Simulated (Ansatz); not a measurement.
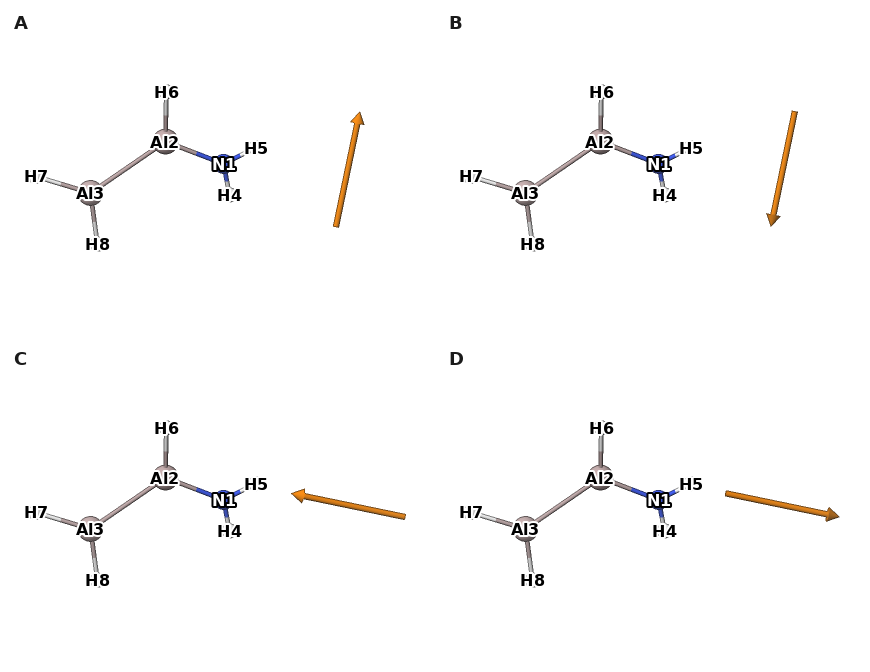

The same molecule four times, each with an arrow. The geometry was computed by an optimisation with PBE0-D4/def2-TZVP. Properties computed with RKS PBE0-D4/def2-TZVP (Ansatz 0.2.0).

> Which arrow points along the dipole moment, from the negative to the positive end?

D. The dipole moment is 1.41 D; it points from the side of H7 to the side of H5 (the outermost atoms at the two ends).
